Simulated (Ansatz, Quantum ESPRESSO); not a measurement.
**Equation of state of fluorite CoSi2**

How stiff is fluorite CoSi2 under hydrostatic load? Each row scales the relaxed cell evenly and relaxes the atoms. The phase is followed to these pressures whether or not it stays the stable one.

Calculated with Ansatz 0.2.0, PBEsol, PAW files of the set soft_1, cutoff 600 eV, Fermi–Dirac smearing 0.05 eV, k-mesh 14×14×14, no spin polarisation, no spin-orbit coupling.

Reference cell, relaxed at zero pressure with PBEsol (Fm-3m): a = 3.7567 Å, b = 3.7567 Å, c = 3.7567 Å, α = 60.00°, β = 60.00°, γ = 60.00°.

```
atom       x       y       z
  Co  0.0000  0.0000  0.0000
  Si  0.2500  0.2500  0.2500
  Si  0.7500  0.7500  0.7500
```

```csv
V (Å³/atom),V/V0,P (GPa),E − E0 (meV/atom)
11.7464,0.9400,13.811,30.6
11.9963,0.9600,8.697,13.1
12.2462,0.9800,4.111,3.1
12.7461,1.0200,−3.683,2.9
13.2459,1.0600,−9.929,24.5
```

V0 = 12.4962 Å³ an atom, where the residual pressure P0 is 0.000 GPa. **Question.** Fit the Birch–Murnaghan law and give the pressure and the energy at V = 12.9960 Å³ an atom, a row left out above.

With the Eulerian strain f = ½[(V0/V)^(2/3) − 1] and F = (P − P0)/[3f(1 + 2f)^(5/2)], the third-order law is the line F = B0 + (3/2) B0 (B′ − 4) f.

| f | F (GPa) |
| --- | --- |
| 0.02106 | 197.20 |
| 0.01380 | 196.32 |
| 0.00678 | 195.37 |
| −0.00656 | 193.52 |
| −0.01905 | 191.46 |

A straight line through the 5 rows: the means are 0.003206 for f and 194.77 for F, Σ(Δx)² = 0.001034 and ΣΔxΔy = 0.1478, so the slope is 0.1478/0.001034 = 142.9 and the intercept 194.77 − (142.9)(0.003206) = 194.32.

Hence B0 = 194.3 GPa and B′ = 4 + (142.9)/(1.5 × 194.3) = 4.49. For the withheld volume f = −0.01290, F = 192.47 GPa and P = −6.98 GPa. The run itself gives −6.98 GPa, so the estimate misses by 0.00 GPa, a rounding's worth.

Integrating the same law gives E − E0 = (9/2) B0 V0 f²[1 + (B′ − 4) f] + P0(V0 − V), with 1 GPa Å³ = 6.2415 meV: 11.3 meV an atom. The run itself gives 11.3 meV, so the estimate misses by 0.0 meV, a rounding's worth.

The same fit over all rows at other levels or in other programs gives B0 = 195 GPa with PBEsol (Quantum ESPRESSO, GBRV), 196 GPa with PBEsol (Quantum ESPRESSO, PseudoDojo) and 197 GPa with r2SCAN (Ansatz).

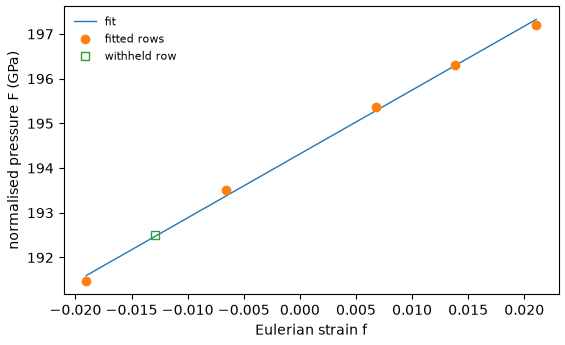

The fitted law, the rows behind it and the withheld row.

[Logs are printed without paths, hosts, clocks, repeated set-up lines and the standing remarks that a program may print on its own settings, such as how far it seeks lower states.]
